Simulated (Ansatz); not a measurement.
# Nudged elastic band of C₂H₁₀AlNSi

C₂H₁₀AlNSi, computed with RKS BLYP/def2-SVP (Ansatz 0.2.0).

It belongs to a series of runs on one base structure; here: band between the two ends. Figures and captions count atoms from 1; the log counts them from 0 in places.

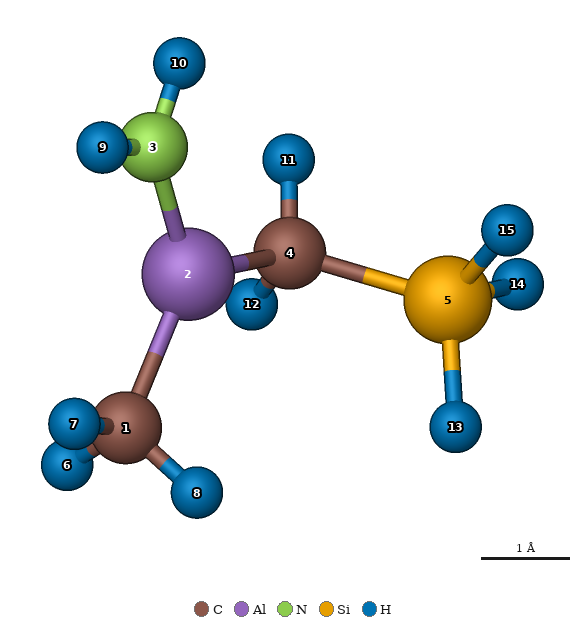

Figure 1. The starting structure (ball-and-stick view, seen at a tilt; atoms are numbered from 1 in the order of the input). Sticks mark near contacts.

The input
```yaml
crystal:
  periodic: [false, false, false]
  atoms:
    - { symbol: C, position_ang: [-2.158202, 0.360231, -0.787252] }
    - { symbol: Al, position_ang: [-0.38071, -0.484525, -0.632916] }
    - { symbol: "N", position_ang: [0.386159, -1.185561, -2.095068] }
    - { symbol: C, position_ang: [0.611281, -0.597419, 1.078792] }
    - { symbol: Si, position_ang: [1.456778, 0.991453, 1.66937] }
    - { symbol: H, position_ang: [-2.913068, -0.17566, -0.171314] }
    - { symbol: H, position_ang: [-2.538664, 0.382466, -1.829612] }
    - { symbol: H, position_ang: [-2.140205, 1.407486, -0.415543] }
    - { symbol: H, position_ang: [-0.02064, -1.169987, -3.034893] }
    - { symbol: H, position_ang: [1.295312, -1.655741, -2.129047] }
    - { symbol: H, position_ang: [1.384483, -1.394425, 1.011161] }
    - { symbol: H, position_ang: [-0.101172, -0.909578, 1.875613] }
    - { symbol: H, position_ang: [0.45582, 2.104997, 1.821497] }
    - { symbol: H, position_ang: [2.151802, 0.828251, 2.99523] }
    - { symbol: H, position_ang: [2.489026, 1.447313, 0.673282] }
basis:
  gaussian: { orbitals: def2-SVP }
hamiltonian:
  xc: blyp
neb:
  order_check: false
  images: 6
  f_tol: 0.05
  max_iterations: 60
  initial_path: idpp
  climbing: false
  final_atoms:
    - { symbol: C, position_ang: [-2.1412355, 0.37681974, -0.77636414] }
    - { symbol: Al, position_ang: [-0.39027714, -0.51892798, -0.60647968] }
    - { symbol: "N", position_ang: [0.32087263, -1.33074013, -2.03922892] }
    - { symbol: C, position_ang: [0.63855836, -0.5610481, 1.08667103] }
    - { symbol: Si, position_ang: [1.46949148, 1.05937219, 1.60896014] }
    - { symbol: H, position_ang: [-2.57754416, 0.2871824, -1.79310243] }
    - { symbol: H, position_ang: [-2.06035899, 1.4608701, -0.54268706] }
    - { symbol: H, position_ang: [-2.88157123, -0.04111892, -0.05949981] }
    - { symbol: H, position_ang: [1.21651172, -1.82675708, -2.06560208] }
    - { symbol: H, position_ang: [-0.1067539, -1.35983891, -2.96959596] }
    - { symbol: H, position_ang: [1.42196878, -1.34879941, 1.0285855] }
    - { symbol: H, position_ang: [-0.05229974, -0.85762406, 1.90831128] }
    - { symbol: H, position_ang: [0.4508686, 2.15638846, 1.76363387] }
    - { symbol: H, position_ang: [2.20838925, 0.94431208, 2.91598139] }
    - { symbol: H, position_ang: [2.46137983, 1.50921063, 0.56971687] }
```

Launched with:
```bash
ansatz run input.yaml --threads 2 --pin off --max-ram 3072MiB --backend cpu --events-out ev --progress --plain --runs-dir out
```

Output
```
Engine: ansatz 0.2.0, x86_64-unknown-linux-gnu
Functional definition: BLYP
  parameter beta = 0.0042
  parameter a = 0.04918
  parameter b = 0.132
  parameter c = 0.2533
  parameter d = 0.349
  exchange = b88_x(beta = beta)
  correlation = lyp_c(a = a, b = b, c = c, d = d)
1457 factors; their error is unknown
mean field evaluation 1: about -18168.4203 eV, gradient 1.0e2 eV
mean field evaluation 2: about -18105.8109 eV, gradient 1.6e2 eV
mean field evaluation 4: about -18192.5449 eV, gradient 1.9e1 eV
mean field evaluation 8: about -18193.4206 eV, gradient 3.6e-1 eV
mean field evaluation 16: about -18193.3397 eV, gradient 1.2e-3 eV
mean field -18193.33966626 eV, -668.5929008466 hartree, gradient 3.8e-5 eV, S^2 0.000000; 0 other end points of the search recorded, 0 dependent functions left out
the calculation of the forces begins
reference -18193.34008055 eV, -668.5929160714 hartree; 28, 28 occupied and 100, 100 virtual orbitals, 1457 factors
1457 factors; their error is unknown
mean field evaluation 32: about -18193.3397 eV, gradient 4.3e-2 eV
mean field -18193.33972978 eV, -668.5929031809 hartree, gradient 3.6e-5 eV, S^2 0.000000; 0 other end points of the search recorded, 0 dependent functions left out
[... from here on the field's lines of each further geometry are left out, up to the last ...]
NEB iter   1: max|band force component| = 7.176e-1 eV/Å  barrier→ = 0.5132 eV  barrier← = 0.5133 eV  Δτ_max = 0.1980 Å  (240 SCF iters)
NEB iter   2: max|band force component| = 2.641e-1 eV/Å  barrier→ = 0.4201 eV  barrier← = 0.4202 eV  Δτ_max = 0.1976 Å  (175 SCF iters)
NEB iter   3: max|band force component| = 2.586e-1 eV/Å  barrier→ = 0.3961 eV  barrier← = 0.3961 eV  Δτ_max = 0.1687 Å  (172 SCF iters)
NEB iter   4: max|band force component| = 3.392e-1 eV/Å  barrier→ = 0.4001 eV  barrier← = 0.4002 eV  Δτ_max = 0.0852 Å  (178 SCF iters)
NEB iter   5: max|band force component| = 2.155e-1 eV/Å  barrier→ = 0.3909 eV  barrier← = 0.3910 eV  Δτ_max = 0.0296 Å  (184 SCF iters)
the calculation of the forces begins
reference -18193.33485851 eV, -668.5927241649 hartree; 28, 28 occupied and 100, 100 virtual orbitals, 1457 factors
1457 factors; their error is unknown
mean field evaluation 480: about -18192.9509 eV, gradient 8.7e-6 eV
mean field -18192.95093712 eV, -668.5786153142 hartree, gradient 8.7e-6 eV, S^2 0.000000; 1 other end points of the search recorded, 0 dependent functions left out
the calculation of the forces begins
reference -18192.95136067 eV, -668.5786308794 hartree; 28, 28 occupied and 100, 100 virtual orbitals, 1457 factors
NEB iter   6: max|band force component| = 4.256e-2 eV/Å  barrier→ = 0.3887 eV  barrier← = 0.3888 eV  Δτ_max = 0.0000 Å  (374 SCF iters)
```

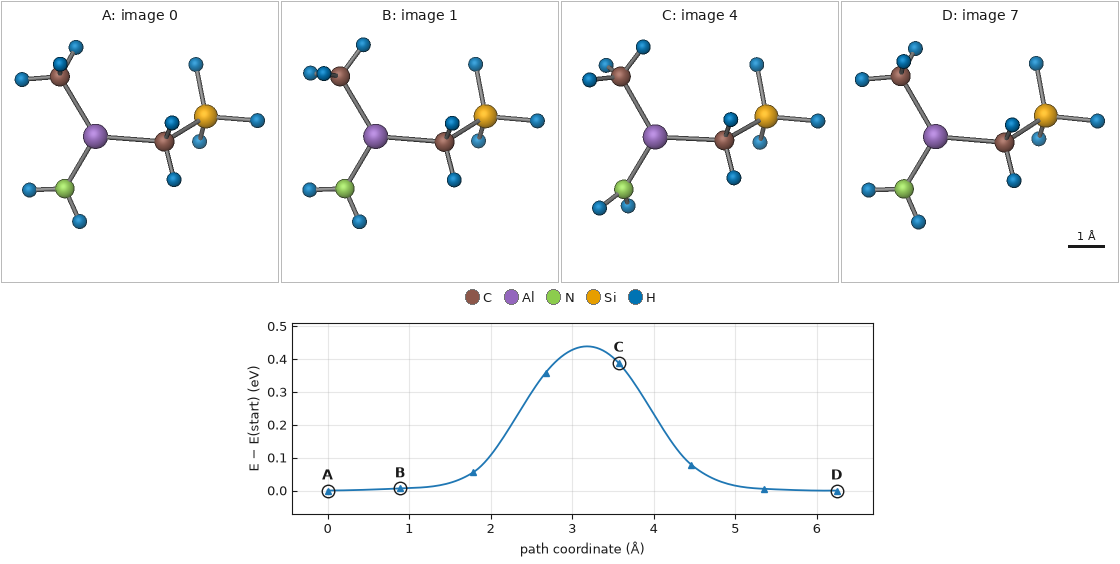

Figure 2. Images of the last band (counted from 0; ball-and-stick, seen at a tilt) above the energy along the path; the line is a cubic interpolation that uses the forces. The highest image is number 4, 0.389 eV above the start and 0.389 eV above the end; start and end have the same energy. The path is 6.25 Å long. The band converged in 6 iterations.

```
Total energy: -18192.95136067 eV, -668.5786308794 hartree
Atom 0 at    -2.276231    -0.124646    -0.380482 Å, force     0.008184    -0.030381    -0.018007 eV/Å
Atom 1 at    -0.390769    -0.709650    -0.382354 Å, force    -0.004331    -0.022669    -0.023168 eV/Å
Atom 2 at     0.227775    -1.768685    -1.714575 Å, force    -0.016011     0.014837     0.016364 eV/Å
Atom 3 at     0.828407    -0.132368     1.068101 Å, force    -0.017893     0.013647     0.008729 eV/Å
Atom 4 at     1.544579     1.614013     0.982281 Å, force     0.016283     0.018378    -0.000866 eV/Å
Atom 5 at    -2.991357    -0.972806    -0.437655 Å, force    -0.018860    -0.021674     0.003373 eV/Å
Atom 6 at    -2.454474     0.483147    -1.296982 Å, force     0.004618    -0.018180     0.024606 eV/Å
Atom 7 at    -2.553925     0.500926     0.491459 Å, force    -0.016197    -0.006755     0.038970 eV/Å
Atom 8 at     0.910343    -1.505873    -2.429254 Å, force     0.189580    -0.006306     0.091148 eV/Å
Atom 9 at    -0.022630    -2.749814    -1.857598 Å, force    -0.183363    -0.004131    -0.099743 eV/Å
Atom 10 at     1.668534    -0.856942     1.136435 Å, force     0.008792     0.010387    -0.014907 eV/Å
Atom 11 at     0.254823    -0.202046     2.021726 Å, force     0.005899     0.012135    -0.019559 eV/Å
Atom 12 at     0.439516     2.635237     0.980139 Å, force     0.006974     0.015222    -0.004968 eV/Å
Atom 13 at     2.458741     1.937268     2.133787 Å, force     0.006988     0.011697     0.000129 eV/Å
Atom 14 at     2.334669     1.801541    -0.285728 Å, force     0.009336     0.013795    -0.002103 eV/Å
Dipole moment:    -0.046856    -0.326780    -0.116290 e Å
this run last wrote the band of iteration 6 to [file]
```

The last band as extended XYZ (Å, eV, eV/Å)
```
15
Properties=species:S:1:pos:R:3:forces:R:3 image=0 energy=-18193.33967
C    -2.1582    0.3602   -0.7873    0.0003  -0.0008  -0.0003
Al   -0.3807   -0.4845   -0.6329    0.0003   0.0018   0.0012
N     0.3862   -1.1856   -2.0951    0.0004  -0.0004   0.0001
C     0.6113   -0.5974    1.0788    0.0022  -0.0006   0.0010
Si    1.4568    0.9915    1.6694   -0.0013   0.0015  -0.0007
H    -2.9131   -0.1757   -0.1713   -0.0008   0.0009   0.0003
H    -2.5387    0.3825   -1.8296   -0.0012  -0.0004   0.0003
H    -2.1402    1.4075   -0.4155   -0.0001   0.0006  -0.0010
H    -0.0206   -1.1700   -3.0349   -0.0002   0.0000  -0.0014
H     1.2953   -1.6557   -2.1290    0.0004  -0.0001  -0.0001
H     1.3845   -1.3944    1.0112   -0.0002  -0.0008   0.0002
H    -0.1012   -0.9096    1.8756    0.0002  -0.0005   0.0002
H     0.4558    2.1050    1.8215    0.0004  -0.0001   0.0003
H     2.1518    0.8283    2.9952   -0.0002  -0.0007  -0.0003
H     2.4890    1.4473    0.6733   -0.0003  -0.0004   0.0003
15
Properties=species:S:1:pos:R:3:forces:R:3 image=1 energy=-18193.33323
C    -2.1840    0.2562   -0.7351   -0.0092   0.0015   0.0068
Al   -0.3857   -0.5429   -0.5694    0.0009  -0.0018   0.0014
N     0.3437   -1.3512   -1.9952    0.0025  -0.0029  -0.0015
C     0.6674   -0.4993    1.1085   -0.0027   0.0092  -0.0031
Si    1.4794    1.1620    1.5233    0.0018  -0.0095   0.0019
H    -2.9769   -0.4943   -0.5217    0.0062   0.0010   0.0032
H    -2.3829    0.6499   -1.7541   -0.0021  -0.0050  -0.0071
H    -2.3344    1.0905   -0.0182   -0.0005   0.0044  -0.0049
H    -0.0843   -1.4082   -2.9238   -0.0058   0.0005  -0.0011
H     1.2498   -1.8279   -2.0128    0.0050   0.0022   0.0000
H     1.4616   -1.2773    1.0782    0.0030   0.0010  -0.0011
H    -0.0070   -0.7604    1.9550    0.0005   0.0005   0.0022
H     0.4437    2.2483    1.6329    0.0011   0.0002  -0.0013
H     2.2433    1.1372    2.8206   -0.0009  -0.0027   0.0028
H     2.4442    1.5667    0.4411    0.0000   0.0013   0.0017
15
Properties=species:S:1:pos:R:3:forces:R:3 image=2 energy=-18193.28471
C    -2.2018    0.1540   -0.6425   -0.0213   0.0118   0.0056
Al   -0.3855   -0.6079   -0.4978   -0.0005  -0.0071  -0.0106
N     0.3061   -1.5103   -1.8898   -0.0086   0.0180   0.0483
C     0.7170   -0.4062    1.1353   -0.0078   0.0078   0.0033
Si    1.4895    1.3172    1.3294    0.0035  -0.0248   0.0153
H    -2.9447   -0.6577   -0.8061    0.0083   0.0129  -0.0098
H    -2.3170    0.8616   -1.4908    0.0068   0.0070  -0.0243
H    -2.5062    0.6936    0.2785    0.0136   0.0142  -0.0091
H    -0.0108   -1.4449   -2.8602   -0.1366  -0.0764  -0.0207
H     1.0799   -2.1776   -1.8415    0.1407   0.0740   0.0054
H     1.5389   -1.1549    1.1520    0.0068  -0.0068  -0.0015
H     0.0890   -0.5863    2.0366    0.0019  -0.0100  -0.0025
H     0.4225    2.3771    1.3881   -0.0021  -0.0078  -0.0045
H     2.3206    1.4497    2.5777    0.0002  -0.0047   0.0048
H     2.3804    1.6421    0.1604   -0.0048  -0.0079   0.0004
15
Properties=species:S:1:pos:R:3:forces:R:3 image=4 energy=-18192.95094
C    -2.2762   -0.1246   -0.3805    0.0082  -0.0304  -0.0180
Al   -0.3908   -0.7097   -0.3824   -0.0043  -0.0227  -0.0232
N     0.2278   -1.7687   -1.7146   -0.0160   0.0148   0.0164
C     0.8284   -0.1324    1.0681   -0.0179   0.0136   0.0087
Si    1.5446    1.6140    0.9823    0.0163   0.0184  -0.0009
H    -2.9914   -0.9728   -0.4377   -0.0189  -0.0217   0.0034
H    -2.4545    0.4831   -1.2970    0.0046  -0.0182   0.0246
H    -2.5539    0.5009    0.4915   -0.0162  -0.0068   0.0390
H     0.9103   -1.5059   -2.4293    0.1896  -0.0063   0.0911
H    -0.0226   -2.7498   -1.8576   -0.1834  -0.0041  -0.0997
H     1.6685   -0.8569    1.1364    0.0088   0.0104  -0.0149
H     0.2548   -0.2020    2.0217    0.0059   0.0121  -0.0196
H     0.4395    2.6352    0.9801    0.0070   0.0152  -0.0050
H     2.4587    1.9373    2.1338    0.0070   0.0117   0.0001
H     2.3347    1.8015   -0.2857    0.0093   0.0138  -0.0021
15
Properties=species:S:1:pos:R:3:forces:R:3 image=5 energy=-18193.26097
C    -2.3024   -0.2495   -0.2812   -0.0196  -0.0076   0.0067
Al   -0.3912   -0.7465   -0.3046    0.0075  -0.0028  -0.0174
N     0.2104   -1.8813   -1.5622    0.0088   0.0137   0.0207
C     0.8987   -0.0208    1.0117   -0.0056   0.0072   0.0175
Si    1.5388    1.7441    0.7902   -0.0014   0.0140  -0.0147
H    -2.9918   -1.1199   -0.2620   -0.0058  -0.0225  -0.0046
H    -2.5440    0.3218   -1.2052   -0.0028  -0.0119   0.0145
H    -2.5626    0.4014    0.5792   -0.0009  -0.0191   0.0117
H     1.1747   -1.9471   -1.8977    0.1014  -0.0860   0.1379
H    -0.3545   -2.5658   -2.0702   -0.1200   0.0876  -0.1291
H     1.7708   -0.7063    1.0894    0.0103   0.0048  -0.0165
H     0.3791   -0.0565    1.9978    0.0189  -0.0016  -0.0142
H     0.3964    2.7228    0.7676    0.0006   0.0119  -0.0037
H     2.4766    2.1696    1.8891   -0.0009   0.0050  -0.0048
H     2.2791    1.8833   -0.5127    0.0095   0.0073  -0.0041
15
Properties=species:S:1:pos:R:3:forces:R:3 image=6 energy=-18193.33444
C    -2.2911   -0.3067   -0.1929   -0.0034   0.0077   0.0019
Al   -0.3735   -0.7782   -0.2172    0.0023   0.0037  -0.0014
N     0.1997   -2.0188   -1.3792    0.0026  -0.0061  -0.0052
C     0.9673    0.0629    0.9742    0.0045  -0.0063   0.0133
Si    1.4762    1.8442    0.5821   -0.0021   0.0073  -0.0040
H    -2.9430   -1.1549   -0.4898   -0.0019  -0.0009  -0.0069
H    -2.5030    0.5253   -0.9003    0.0051   0.0006   0.0046
H    -2.6246    0.0387    0.8084   -0.0028  -0.0049   0.0011
H     1.1690   -2.3275   -1.4966    0.0042  -0.0009   0.0071
H    -0.3956   -2.5233   -2.0426   -0.0058   0.0033  -0.0018
H     1.8888   -0.5600    0.9988   -0.0020  -0.0016  -0.0020
H     0.5540    0.0603    2.0086    0.0022  -0.0020  -0.0030
H     0.2789    2.7557    0.5732   -0.0023  -0.0001   0.0012
H     2.4577    2.4011    1.5794   -0.0005   0.0028  -0.0037
H     2.1173    1.9304   -0.7769   -0.0002  -0.0026  -0.0014
15
Properties=species:S:1:pos:R:3:forces:R:3 image=7 energy=-18193.33973
C    -2.2135    0.2504   -0.6075   -0.0062   0.0031   0.0037
Al   -0.4633   -0.6407   -0.4075    0.0005   0.0005   0.0009
N     0.0685   -1.8161   -1.6537    0.0027  -0.0040  -0.0105
C     0.7550   -0.2926    1.1161    0.0024   0.0032   0.0018
Si    1.6566    1.3736    1.1112   -0.0025  -0.0021  -0.0021
H    -2.7659   -0.0768   -1.5130    0.0023   0.0026   0.0049
H    -2.0956    1.3543   -0.6697   -0.0020  -0.0088  -0.0003
H    -2.8694    0.0569    0.2694    0.0047   0.0022  -0.0078
H     0.9502   -2.3372   -1.6505   -0.0002   0.0013   0.0051
H    -0.4647   -2.0633   -2.4927   -0.0020   0.0032   0.0040
H     1.5187   -1.0993    1.1760   -0.0015   0.0008  -0.0002
H     0.1616   -0.3441    2.0572    0.0007  -0.0002  -0.0013
H     0.6734    2.5129    1.0908    0.0022  -0.0016  -0.0004
H     2.5413    1.5647    2.3146    0.0000   0.0003  -0.0002
H     2.5251    1.5064   -0.1112   -0.0011  -0.0003   0.0023
```

Key numbers

| quantity | value |
| --- | --- |
| outcome | converged |
| barrier, forward | 0.389 eV |
| barrier, backward | 0.389 eV |
| hardware | 2 threads of INTEL XEON PLATINUM @ 2.30GHz (Emerald Rapids), 24 GiB of memory available, shared host |
| wall time | 69 s (CPU time 2.2 min) |
| peak memory | 0.19 GiB |

Notes

The order of the saddle point was not checked.
